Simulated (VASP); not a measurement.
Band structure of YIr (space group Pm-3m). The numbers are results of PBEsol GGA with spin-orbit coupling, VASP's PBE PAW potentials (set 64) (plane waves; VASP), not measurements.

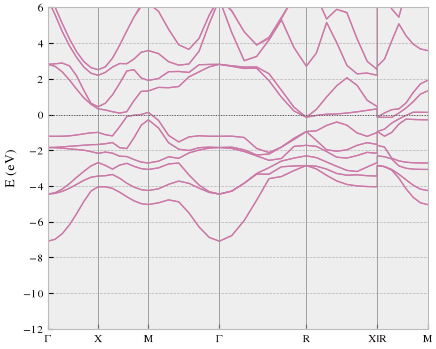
Fig. 1. Bands along high-symmetry lines, zero at the valence-band maximum or, without a gap, the Fermi level

**Question.** Read the plot: is there a gap, and where are the band edges?

**Answer.** It has no gap at this level: it comes out as a metal or semimetal.

The structure comes from a computed database's YIr entry (Pm-3m); how it stands against other phases isn't given here. It was relaxed first.
